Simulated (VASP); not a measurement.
# CuRe: structure and properties in VASP

Aim: relax CuRe, then compute properties on the relaxed cell. The steps: relaxing cell and atoms (AM05), second relaxation, density, ELF and potential (AM05), band structure (AM05), total and projected DOS (AM05), core-level energies (AM05), bands along the symmetry lines (AM05 + SOC) and vibrations at Γ (AM05). The cell is invented: it takes the structure of a Materials Project entry for PtAu (space group 166 there), with all of its atoms replaced by other elements, volume scaled by an estimate. It may not be a known or stable phase.

Calculated with VASP 6.6.1; AM05; plane waves and PAW (Re, Cu), in the first sound run; inputs show where later runs differ.

### 1. Set-up

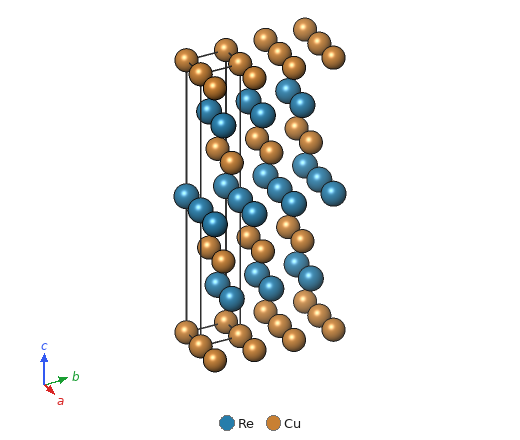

The starting structure, seen slightly off an axis (rhenium blue, copper orange). 2×3×1 cells are drawn. This picture shows the conventional cell, with its axes. Some periodic images of atoms are drawn too.

### 2. Relaxing cell and atoms (AM05)

The start need not lie at this functional's minimum. ISIF = 3 frees volume, shape and positions, and EDIFFG sets the threshold on forces and stress at which the search stops. AM05 is built from the electron gas and the surface model, and does well on lattice constants.

Contents of INCAR:

```
SYSTEM = CuRe
PREC = Accurate
ENCUT = 400
EDIFF = 1E-06
NELM = 100
ISMEAR = 1
SIGMA = 0.2
LREAL = .FALSE.
ALGO = Normal
GGA = AM
LORBIT = 11
LWAVE = .FALSE.
LCHARG = .FALSE.
IBRION = 2
NSW = 60
ISIF = 3
EDIFFG = -0.01
```

Contents of POSCAR:

```
CuRe
1.0
    1.3432620000      0.7755330000      4.5295500000
   -1.3432620000      0.7755330000      4.5295500000
    0.0000000000     -1.5510660000      4.5295500000
Re Cu
1 1
Direct
    0.5000000000      0.5000000000      0.5000000000
    0.0000000000      0.0000000000      0.0000000000
```

Contents of KPOINTS:

```
Automatic mesh
0
Gamma
8 8 8
0 0 0
```

PAW data sets: Re and Cu (PBE family, release 64).

Command:

```bash
> mpirun -np 1 vasp_std
```

What it wrote:

```text
[banner, memory and clock lines left out]
running    1 mpi-ranks, on    1 nodes
 distrk:  each k-point on    1 cores,    1 groups
 distr:  one band on    1 cores,    1 groups

 POSCAR found type information on POSCAR ReCu
 POSCAR found :  2 types and       2 ions
|                                                                             |
|               ----> ADVICE to this user running VASP <----                  |
|                                                                             |
|     You enforced a specific xc type in the INCAR file but a different       |
|     [... a line on the potential file left out ...]
|     I HOPE YOU KNOW WHAT YOU ARE DOING!                                     |
|                                                                             |

 LDA part: xc-table for (Slater+PW92), standard interpolation
 POSCAR, INCAR and KPOINTS ok, starting setup
 FFT: planning ... GRIDC
 FFT: planning ... GRID_SOFT
 FFT: planning ... GRID
 WAVECAR not read
 entering main loop
       N       E                     dE             d eps       ncg     rms          rms(c)
DAV:   1     0.605161712059E+02    0.60516E+02   -0.78158E+03  2569   0.175E+03
DAV:   2    -0.161462891051E+02   -0.76662E+02   -0.70375E+02  2600   0.322E+02
DAV:   3    -0.188005373001E+02   -0.26542E+01   -0.25456E+01  2462   0.604E+01
DAV:   4    -0.188876714866E+02   -0.87134E-01   -0.85689E-01  2569   0.108E+01
DAV:   5    -0.188888213836E+02   -0.11499E-02   -0.11494E-02  2448   0.106E+00    0.283E+01
DAV:   6    -0.214517746786E+02   -0.25630E+01   -0.41568E+01  2493   0.282E+02    0.180E+01
DAV:   7    -0.165349606132E+02    0.49168E+01   -0.13493E+01  2475   0.124E+02    0.510E+00
DAV:   8    -0.165774207727E+02   -0.42460E-01   -0.15837E+00  3103   0.459E+01    0.269E+00
DAV:   9    -0.164810771765E+02    0.96344E-01   -0.65269E-01  2834   0.397E+01    0.110E+00
DAV:  10    -0.164629007709E+02    0.18176E-01   -0.70885E-02  2842   0.111E+01    0.165E-01
DAV:  11    -0.164628508780E+02    0.49893E-04   -0.40699E-03  2817   0.801E-01    0.789E-02
DAV:  12    -0.164627457640E+02    0.10511E-03   -0.70565E-04  2898   0.127E+00    0.497E-02
DAV:  13    -0.164627110091E+02    0.34755E-04   -0.97853E-05  3041   0.425E-01    0.135E-02
DAV:  14    -0.164627086886E+02    0.23205E-05   -0.13631E-05  2782   0.150E-01    0.378E-03
DAV:  15    -0.164627085504E+02    0.13824E-06   -0.15043E-06  1137   0.189E-02
   1 F= -.16462709E+02 E0= -.16461821E+02  d E =-.164627E+02
 curvature:   0.00 expect dE= 0.000E+00 dE for cont linesearch  0.000E+00
 trial: gam= 0.00000 g(F)=  0.197E-58 g(S)=  0.681E+00 ort = 0.000E+00 (trialstep = 0.100E+01)
 search vector abs. value=  0.681E+00
 bond charge predicted
       N       E                     dE             d eps       ncg     rms          rms(c)
DAV:   1    -0.336737184522E+02   -0.17211E+02   -0.31525E+02  2138   0.958E+02    0.562E+01
DAV:   2    -0.587873115760E+02   -0.25114E+02   -0.35832E+02  2260   0.874E+02    0.390E+01
DAV:   3    -0.209688691000E+02    0.37818E+02   -0.97550E+01  2507   0.204E+02    0.147E+01
DAV:   4    -0.163373232868E+02    0.46315E+01   -0.28534E+01  2808   0.195E+02    0.887E+00
DAV:   5    -0.159339572444E+02    0.40337E+00   -0.31164E+00  2868   0.780E+01    0.326E+00
DAV:   6    -0.159533101612E+02   -0.19353E-01   -0.18904E-01  2812   0.740E+00    0.106E+00
DAV:   7    -0.159463998875E+02    0.69103E-02   -0.15820E-01  2874   0.208E+01    0.865E-01
DAV:   8    -0.159398632566E+02    0.65366E-02   -0.13626E-02  3008   0.485E+00    0.434E-01
DAV:   9    -0.159379484594E+02    0.19148E-02   -0.38831E-03  2853   0.302E+00    0.123E-01
DAV:  10    -0.159378879380E+02    0.60521E-04   -0.69570E-04  3151   0.987E-01    0.406E-02
DAV:  11    -0.159378840829E+02    0.38550E-05   -0.29511E-05  2844   0.100E-01    0.201E-02
DAV:  12    -0.159378774842E+02    0.65987E-05   -0.60283E-05  2858   0.447E-01    0.175E-02
DAV:  13    -0.159378748939E+02    0.25903E-05   -0.63150E-06  1878   0.863E-02    0.750E-03
DAV:  14    -0.159378742624E+02    0.63152E-06   -0.10297E-06   955   0.630E-02
   2 F= -.15937874E+02 E0= -.15937686E+02  d E =0.524834E+00
[... from here on, the cycles between the ionic steps are left out ...]
   3 F= -.16580559E+02 E0= -.16579619E+02  d E =-.117850E+00
   4 F= -.16580923E+02 E0= -.16579987E+02  d E =-.118214E+00
   5 F= -.16580938E+02 E0= -.16580005E+02  d E =-.118229E+00
   6 F= -.16584061E+02 E0= -.16582935E+02  d E =-.312354E-02
   7 F= -.16584489E+02 E0= -.16583406E+02  d E =-.355128E-02
   8 F= -.16584489E+02 E0= -.16583404E+02  d E =-.355136E-02
   9 F= -.16584381E+02 E0= -.16583273E+02  d E =-.344309E-02
  10 F= -.16584484E+02 E0= -.16583394E+02  d E =-.354588E-02
  11 F= -.16584421E+02 E0= -.16583329E+02  d E =0.628058E-04
  12 F= -.16584503E+02 E0= -.16583413E+02  d E =-.198861E-04
 curvature:  -0.13 expect dE=-0.234E-05 dE for cont linesearch -0.382E-06
 ZBRENT: interpolating
 opt :   0.3268  next Energy=   -16.584504 (dE=-0.202E-04)
 bond charge predicted
       N       E                     dE             d eps       ncg     rms          rms(c)
DAV:   1    -0.165845065711E+02   -0.29820E-05   -0.61137E-05  2154   0.374E-01    0.223E-02
DAV:   2    -0.165845082993E+02   -0.17282E-05   -0.47560E-05  2742   0.345E-01    0.190E-02
DAV:   3    -0.165845028971E+02    0.54022E-05   -0.18515E-05  2723   0.231E-01    0.451E-03
DAV:   4    -0.165845027049E+02    0.19217E-06   -0.24953E-07   860   0.148E-02
  13 F= -.16584503E+02 E0= -.16583412E+02  d E =-.191746E-04
 curvature:  -0.12 expect dE=-0.211E-05 dE for cont linesearch -0.932E-07
 trial: gam= 0.09865 g(F)=  0.182E-58 g(S)=  0.176E-04 ort =-0.112E-04 (trialstep = 0.728E+00)
 search vector abs. value=  0.170E-04
 reached required accuracy - stopping structural energy minimisation
```

Wall time 3.2 min (1 MPI rank of AMD EPYC 9R14 (Zen 4), shared host); peak memory 0.17 GiB.

The logs omit lines about the potential files and the build; timing stands in the text.

Parts of OUTCAR (step 2):

```text
ion  position               nearest neighbor table
   1  0.500  0.500  0.500-   2 2.74   2 2.74   2 2.74   2 2.74   2 2.74   2 2.74
   2  0.000  0.000  0.000-   1 2.74   1 2.74   1 2.74   1 2.74   1 2.74   1 2.74

  LATTYP: Found a trigonal (rhomboedric) cell.
 ALAT       =     4.7877580805
 COS(alpha) =     0.8425700655

 Subroutine GETGRP returns: Found 12 space group operations
 (whereof 12 operations were pure point group operations)

The static configuration has the point symmetry D_3d.

 Found     65 irreducible k-points:

   k-points           NKPTS =     65   k-points in BZ     NKDIM =     65   number of bands    NBANDS=     13

   dimension x,y,z NGX =    32 NGY =   32 NGZ =   32
   dimension x,y,z NGXF=    64 NGYF=   64 NGZF=   64

   ENCUT  =  400.0 eV  29.40 Ry    5.42 a.u.   7.81  7.81  7.81*2*pi/ulx,y,z

   NELECT =      18.0000    total number of electrons

 k-points in reciprocal lattice and weights: Automatic mesh
   0.00000000  0.00000000  0.00000000       0.002
   0.12500000  0.00000000  0.00000000       0.012
   0.25000000  0.00000000  0.00000000       0.012
   0.37500000 -0.00000000 -0.00000000       0.012
   0.50000000  0.00000000  0.00000000       0.006
   0.12500000  0.12500000  0.00000000       0.012
   0.25000000  0.12500000 -0.00000000       0.023
   0.37500000  0.12500000  0.00000000       0.023
   0.50000000  0.12500000 -0.00000000       0.023
[...]
-0.37500000  0.50000000  0.37500000       0.012
   0.50000000  0.50000000  0.50000000       0.002

 average (electrostatic) potential at core
       1 -38.9383       2 -63.2819

 E-fermi :   8.0618

 k-point     1 :       0.0000    0.0000    0.0000
  band No.  band energies     occupation
    ...
      6       4.9269      2.00000
      7       4.9269      2.00000
      8       6.8136      2.00000
      9       6.8136      2.00000
     10       7.1593      2.00000
     11      10.3726     -0.00000
     12      10.3726     -0.00000
     13      14.8123      0.00000

 k-point     2 :       0.1250    0.0000    0.0000
  band No.  band energies     occupation
    ...
      6       4.8290      2.00000
      7       5.0062      2.00000
      8       6.0314      2.00000
      9       6.6134      2.00000
     10       7.3979      2.00003
     11      10.0932     -0.00000
     12      11.3614     -0.00000
     13      14.9527      0.00000

 k-point     3 :       0.2500    0.0000    0.0000
  band No.  band energies     occupation
    ...
      5       4.6070      2.00000
      6       5.0051      2.00000
      7       5.2544      2.00000
      8       5.3864      2.00000
      9       6.5077      2.00000
     10       9.1722     -0.00000
     11       9.4476     -0.00000
     12      12.6025      0.00000
     13      15.8556      0.00000

  Total       -0.0135281     -0.0135281      0.0190747      0.0000000      0.0000000      0.0000000
  in kB       -0.8261647     -0.8261653      1.1648986      0.0000000      0.0000000      0.0000000
  external PRESSURE =      -0.1624771 kB  Pullay stress =       0.0000000 kB

  energy-cutoff  :      400.00
  volume of cell :       26.23
      direct lattice vectors                 reciprocal lattice vectors
     1.315515296  0.759513413  4.376197769     0.380079199  0.219438741  0.076169623
    -1.315515296  0.759513413  4.376197769    -0.380079199  0.219438741  0.076169623
    -0.000000000 -1.519026825  4.376197769     0.000000000 -0.438877481  0.076169623

 POSITION                                       TOTAL-FORCE (eV/Angst)
 -----------------------------------------------------------------------------------
     -0.00000      0.00000      6.56430         0.000000      0.000000      0.000000
     -1.31552     -0.75951      8.75240        -0.000000     -0.000000     -0.000000
 -----------------------------------------------------------------------------------
    total drift:                               -0.000000     -0.000000     -0.000000

  FREE ENERGIE OF THE ION-ELECTRON SYSTEM (eV)
  ---------------------------------------------------
  free  energy   TOTEN  =       -16.5845027049 eV

  energy  without entropy=      -16.5812307604  energy(sigma->0) =      -16.58341206

 reached required accuracy - stopping structural energy minimisation

 total charge
# of ion       s       p       d       tot
------------------------------------------
    1        0.649   0.635   4.872   6.156
    2        0.457   0.482   9.121  10.059
--------------------------------------------------
tot          1.105   1.117  13.993  16.215

[... 3 further parts left out ...]
```

CONTCAR:

```
CuRe
   1.00000000000000
     1.3155152956674805    0.7595134125512235    4.3761977690733307
    -1.3155152956674805    0.7595134125512235    4.3761977690733307
    -0.0000000000000000   -1.5190268251024470    4.3761977690733307
  Re              Cu
     1     1
Direct
     0.5000000000000000    0.5000000000000000    0.5000000000000000
     0.0000000000000000    1.0000000000000000    1.0000000000000000
```

The k-mesh is coarse for a metal. The PAW data sets were made with PBE, which is usual practice but a small mismatch for other functionals. The data set Re keeps the semicore shell frozen, which is cheaper and a little less accurate. The run keeps the 12 symmetry operations of its start, so it cannot find a distortion of lower symmetry.

Step by step:

| step | energy less that of the first step (eV) | largest force (eV/Å) | pressure (GPa) | volume (Å³) |
| --- | --- | --- | --- | --- |
| 1 | 0.0000 | 0.0000 | -17.36 | 28.31 |
| 2 | 0.5248 | 0.0000 | 62.56 | 22.48 |
| 3 | -0.1179 | 0.0000 | -1.09 | 26.39 |
| 4 | -0.1182 | 0.0000 | -0.20 | 26.31 |
| 5 | -0.1182 | 0.0000 | 0.21 | 26.27 |
| 6 | -0.1214 | 0.0000 | 0.33 | 26.19 |
| 7 | -0.1218 | 0.0000 | 0.31 | 26.21 |
| 8 | -0.1218 | 0.0000 | -0.19 | 26.21 |
| 9 | -0.1217 | 0.0000 | 0.28 | 26.20 |
| 10 | -0.1218 | 0.0000 | 0.30 | 26.21 |
| 11 | -0.1217 | 0.0000 | -0.59 | 26.28 |
| 12 | -0.1218 | 0.0000 | 0.04 | 26.23 |
| 13 | -0.1218 | 0.0000 | -0.02 | 26.23 |

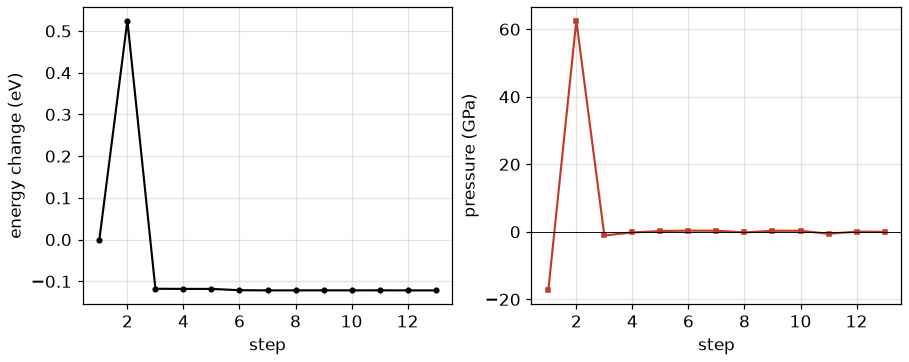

Energy and pressure along the relaxation.

| conventional cell, symmetrised | before | after | change |
| --- | --- | --- | --- |
| a (Å) | 2.687 | 2.631 | -2.1 % |
| b (Å) | 2.687 | 2.631 | -2.1 % |
| c (Å) | 13.589 | 13.129 | -3.4 % |
| volume (Å³/atom) | 14.16 | 13.12 | -7.3 % |

The relaxed structure:

```xyz
2
Lattice="1.3155 0.7595 4.3762 -1.3155 0.7595 4.3762 0.0000 -1.5190 4.3762" Properties=species:S:1:pos:R:3 pbc="T T T"
Re    0.0000    0.0000    6.5643
Cu    0.0000    0.0000    0.0000
```

This step gave:

- electrons: 18
- bands: 13
- irreducible k-points: 65
- symmetry operations: 12
- free energy (TOTEN): -16.58 eV
- energy at zero smearing: -16.58 eV
- Fermi energy: 8.062 eV
- pressure: -0.01625 GPa
- metallic: yes
- SCF cycles over all ionic steps: 97

It ends with forces that vanish by symmetry and a pressure of -0.02 GPa.

(Part 1 of 4 ends here.)

[Lines on the potential files, build, host, timing and source positions are cut from VASP's logs without a mark.]

[Logs are printed without paths, hosts, clocks, repeated set-up lines and the standing remarks that a program may print on its own settings, such as how far it seeks lower states.]

[Hosts, paths, dates, database ids (printed as entryN), source tags and the programs' standing remarks are cut or masked in the printed files.]

[A measured line is paired with the nearest computed mode of its activity, which favours agreement.]

[In band tables of VASP the shares of atoms and orbitals are scaled to a sum of 1 inside the atoms' spheres.]
